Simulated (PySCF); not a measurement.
CH$_{6}$NOSi, doublet, SMILES `[CH2]O[SiH2]N`.

PySCF calculation, B3LYP/6-31+G*, gas phase; geometry: GFN2-xTB. No frequency check shows the geometry to be a minimum. GFN2-xTB doesn't know the spin state, so this open-shell geometry is rough.

Input

```python
import numpy as np
from pyscf import gto, scf, dft
from pyscf.scf import atom_ks, atom_hf
from scipy.linalg import block_diag

def solve(mol, dm0=None, hcore=None):
    mf = (dft.UKS if mol.spin else dft.RKS)(mol, xc='b3lyp')
    mf.grids.level = 3
    mf = mf.density_fit(auxbasis='def2-universal-jkfit')
    mf.conv_tol, mf.max_cycle = 1e-8, 80
    if hcore is not None:
        mf.get_hcore = lambda *args: hcore
    mf.kernel(dm0)
    if not mf.converged:
        mf = mf.newton().run(mf.mo_coeff, mf.mo_occ, max_cycle=30)
    assert mf.converged, 'SCF not converged'
    return mf

mol = gto.M(atom='''
C      1.89971     0.51071    -0.14072
O      0.97782    -0.35590     0.27551
Si    -0.59578    -0.58426    -0.08952
N     -1.43811     0.91466     0.05399
H      1.64298     1.30329    -0.81582
H      2.88420     0.39956     0.26893
H     -0.80680    -0.96162    -1.48718
H     -0.86493    -1.64078     0.88002
H     -2.41587     0.95461    -0.18097
H     -1.25273     1.50487     0.85064
''', basis='6-31+g*', charge=0, spin=1, verbose=4)
mf = solve(mol)
out = dict(e0=mf.e_tot, dm0=mf.make_rdm1(), c=mf.mo_coeff, occ=mf.mo_occ, eps=mf.mo_energy)
for name, dq, spin in [('cation', 1, 0), ('anion', -1, 0)]:
    ion = mol.copy().set(charge=mol.charge + dq, spin=spin).build()
    mi = solve(ion)
    if spin and dq > 0 and mol.nao < 130:
        c, _, stable, _ = mi.stability(return_status=True)
        if not stable:
            mi = solve(ion, mi.make_rdm1(c, mi.mo_occ))
    print(name, 'vertical energy change / eV', (mi.e_tot - mf.e_tot) * 27.211386)
    out.update({'e_' + name: mi.e_tot, 'dm_' + name: mi.make_rdm1(), 's2_' + name: mi.spin_square()[0], 'eps_' + name: mi.mo_energy, 'occ_' + name: mi.mo_occ})
# spherically averaged free atoms, for the promolecule
atm = atom_ks.get_atm_nrks(mol, xc='b3lyp')
pro = block_diag(*[(atm[a[0]][2] * atm[a[0]][3]) @ atm[a[0]][2].T for a in mol._atom])
np.savez('result.npz', pro=pro, **out)
```

Launched as:

```sh
OMP_NUM_THREADS=1 python input.py
```

The run took 33 s on 1 thread of Arm Neoverse V2 (shared host), peak memory 0.43 GiB.

Partitions, critical points and surface values were worked out afterwards from this run's density.

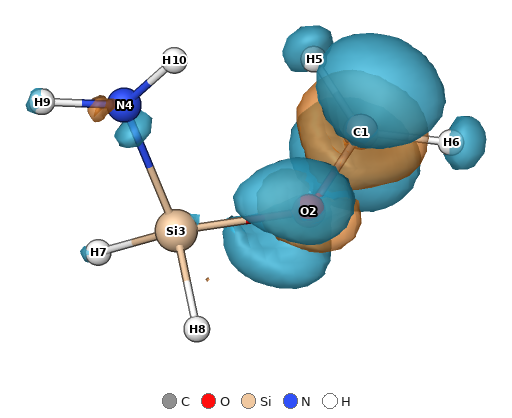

Fukui function f⁻ = ρ(N) − ρ(N−1) at fixed geometry, surfaces at ±0.05 e/Å³ (light blue positive, orange negative).

Which atoms respond most to the removal of an electron?

Answer. f⁻ (Hirshfeld-condensed) is largest on C1 (0.38); the vertical ionisation energy is 7.54 eV (to the singlet cation, which needn't be its lowest state). Condensed values hint at sites of electrophilic attack but needn't mark the atom that reacts. Orbital relaxation makes it negative in places (0.25 e in all).

| atom | f⁻ | charge |
| --- | --- | --- |
| C1 | +0.38 | −0.03 |
| O2 | +0.17 | −0.23 |
| Si3 | +0.08 | +0.44 |
| N4 | +0.02 | −0.31 |
| H5 | +0.11 | +0.04 |
| H6 | +0.11 | +0.04 |
| H7 | +0.04 | −0.08 |
| H8 | +0.04 | −0.09 |
| H9 | +0.04 | +0.12 |
| H10 | +0.01 | +0.12 |
